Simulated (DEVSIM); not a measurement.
Structure: abrupt Si p-n junction, at 400 K.

```csv
layer (left to right),material,thickness (μm),Nd (cm⁻³),Na (cm⁻³),τn (s),τp (s)
1,Si,0.340,-,3.2e16,3.1e-7,3.1e-7
2,Si,14.0,2.7e18,-,3.1e-7,3.1e-7
```

Left contact: ohmic. Right contact: ohmic. Voltage is applied to the left contact. Recombination: SRH at mid-gap. Mobility is μmin + (μ − μmin)/(1 + (N/Nref)^α).

The device is made up for the run: typed textbook-type constants, with dimensions and the other settings drawn at random. Values at 300 K; Nc and Nv go as T^1.5, mobilities as T to minus their exponent, the gap by Varshni's rule with the affinity fixed.

```tsv
parameter	Si
gap (eV)	1.124
affinity (eV)	4.05
permittivity	11.7
Nc (cm⁻³)	2.86e19
Nv (cm⁻³)	3.1e19
μn (cm²/Vs)	1417
μp (cm²/Vs)	470
μn,min	52
μp,min	45
Nref,n	9.7e16
Nref,p	2.2e17
αn	0.68
αp	0.72
T exponent of μn	2.3
T exponent of μp	2.2
Varshni α (eV/K)	0.000473
Varshni β (K)	636
```

Simulated with DEVSIM: 1D drift-diffusion, Boltzmann statistics, complete ionisation; no tunnelling, impact ionisation, image-force lowering or self-heating.

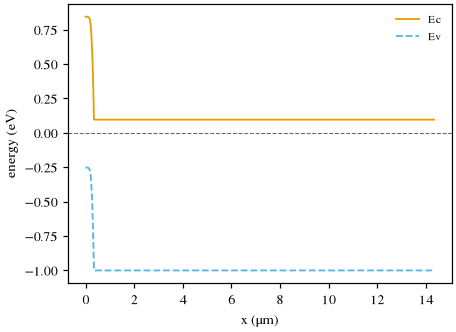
Figure. Band edges at zero bias

Energies count from the Fermi level of the right contact; mesh points crowd at the junctions.

```json
[
 {"x (μm)": "0.000", "Ec (eV)": "0.845", "Ev (eV)": "-0.252", "n (cm⁻³)": "1.0e9", "p (cm⁻³)": "3.2e16", "field (V/cm)": "-21"},
 {"x (μm)": "0.02281", "Ec (eV)": "0.844", "Ev (eV)": "-0.252", "n (cm⁻³)": "1.0e9", "p (cm⁻³)": "3.2e16", "field (V/cm)": "-30"},
 {"x (μm)": "0.06411", "Ec (eV)": "0.844", "Ev (eV)": "-0.252", "n (cm⁻³)": "1.0e9", "p (cm⁻³)": "3.2e16", "field (V/cm)": "-120"},
 {"x (μm)": "0.1389", "Ec (eV)": "0.839", "Ev (eV)": "-0.257", "n (cm⁻³)": "1.2e9", "p (cm⁻³)": "2.7e16", "field (V/cm)": "-2000"},
 {"x (μm)": "0.2625", "Ec (eV)": "0.629", "Ev (eV)": "-0.467", "n (cm⁻³)": "5.2e11", "p (cm⁻³)": "6.2e13", "field (V/cm)": "-42000"},
 {"x (μm)": "0.3098", "Ec (eV)": "0.373", "Ev (eV)": "-0.723", "n (cm⁻³)": "8.7e14", "p (cm⁻³)": "3.7e10", "field (V/cm)": "-66000"},
 {"x (μm)": "0.3359", "Ec (eV)": "0.178", "Ev (eV)": "-0.919", "n (cm⁻³)": "2.5e17", "p (cm⁻³)": "1.3e8", "field (V/cm)": "-95000"},
 {"x (μm)": "0.3681", "Ec (eV)": "0.096", "Ev (eV)": "-1.000", "n (cm⁻³)": "2.7e18", "p (cm⁻³)": "1.2e7", "field (V/cm)": "-10"},
 {"x (μm)": "0.4201", "Ec (eV)": "0.096", "Ev (eV)": "-1.000", "n (cm⁻³)": "2.7e18", "p (cm⁻³)": "1.2e7", "field (V/cm)": "≈ 0"},
 {"x (μm)": "0.5239", "Ec (eV)": "0.096", "Ev (eV)": "-1.000", "n (cm⁻³)": "2.7e18", "p (cm⁻³)": "1.2e7", "field (V/cm)": "≈ 0"},
 {"x (μm)": "0.7313", "Ec (eV)": "0.096", "Ev (eV)": "-1.000", "n (cm⁻³)": "2.7e18", "p (cm⁻³)": "1.2e7", "field (V/cm)": "≈ 0"},
 {"x (μm)": "1.375", "Ec (eV)": "0.096", "Ev (eV)": "-1.000", "n (cm⁻³)": "2.7e18", "p (cm⁻³)": "1.2e7", "field (V/cm)": "≈ 0"},
 {"x (μm)": "2.430", "Ec (eV)": "0.096", "Ev (eV)": "-1.000", "n (cm⁻³)": "2.7e18", "p (cm⁻³)": "1.2e7", "field (V/cm)": "≈ 0"},
 {"x (μm)": "4.537", "Ec (eV)": "0.096", "Ev (eV)": "-1.000", "n (cm⁻³)": "2.7e18", "p (cm⁻³)": "1.2e7", "field (V/cm)": "≈ 0"},
 {"x (μm)": "9.493", "Ec (eV)": "0.096", "Ev (eV)": "-1.000", "n (cm⁻³)": "2.7e18", "p (cm⁻³)": "1.2e7", "field (V/cm)": "≈ 0"},
 {"x (μm)": "11.93", "Ec (eV)": "0.096", "Ev (eV)": "-1.000", "n (cm⁻³)": "2.7e18", "p (cm⁻³)": "1.2e7", "field (V/cm)": "≈ 0"},
 {"x (μm)": "13.14", "Ec (eV)": "0.096", "Ev (eV)": "-1.000", "n (cm⁻³)": "2.7e18", "p (cm⁻³)": "1.2e7", "field (V/cm)": "≈ 0"},
 {"x (μm)": "13.75", "Ec (eV)": "0.096", "Ev (eV)": "-1.000", "n (cm⁻³)": "2.7e18", "p (cm⁻³)": "1.2e7", "field (V/cm)": "≈ 0"},
 {"x (μm)": "14.12", "Ec (eV)": "0.096", "Ev (eV)": "-1.000", "n (cm⁻³)": "2.7e18", "p (cm⁻³)": "1.2e7", "field (V/cm)": "≈ 0"},
 {"x (μm)": "14.24", "Ec (eV)": "0.096", "Ev (eV)": "-1.000", "n (cm⁻³)": "2.7e18", "p (cm⁻³)": "1.2e7", "field (V/cm)": "≈ 0"},
 {"x (μm)": "14.30", "Ec (eV)": "0.096", "Ev (eV)": "-1.000", "n (cm⁻³)": "2.7e18", "p (cm⁻³)": "1.2e7", "field (V/cm)": "≈ 0"},
 {"x (μm)": "14.34", "Ec (eV)": "0.096", "Ev (eV)": "-1.000", "n (cm⁻³)": "2.7e18", "p (cm⁻³)": "1.2e7", "field (V/cm)": "≈ 0"}
]
```
